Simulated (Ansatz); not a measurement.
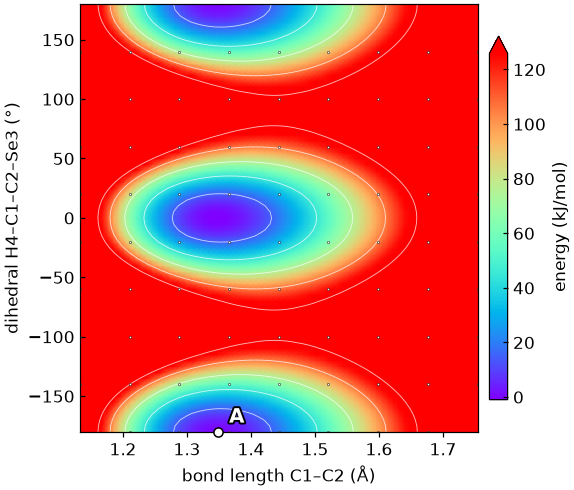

C₂H₃Se, SMILES C=C[Se], spin multiplicity 2. 
- First axis: bond length C1–C2. Second axis: dihedral H4–C1–C2–Se3.
- Nothing is relaxed (all other coordinates rigid).
- The grid has 9 × 9 points; 45 points were computed and 36 follow by symmetry.
- Energies: kJ/mol, counted from the relaxed molecule at the same level.
- Method: UKS CAM-B3LYP-D4/def2-SVP in Ansatz.

Drawn: a smooth colour map with a few white contour lines, dots at the grid points, one colour for all values above the top of the scale, the well A. Between grid points the surface is interpolated.

Question: Estimate the position of the minimum and the force constants in these coordinates. Take the well at A.

Answer: The interpolated minimum is at bond length C1–C2 ≈ 1.349 Å, dihedral H4–C1–C2–Se3 ≈ −180°. The curvatures there are about 54 eV/Å² and 2.6 eV/rad², with a cross term of about 0 eV/(Å·rad). Round the minimum the two coordinates are nearly uncoupled. (1 eV is 96.5 kJ/mol.)
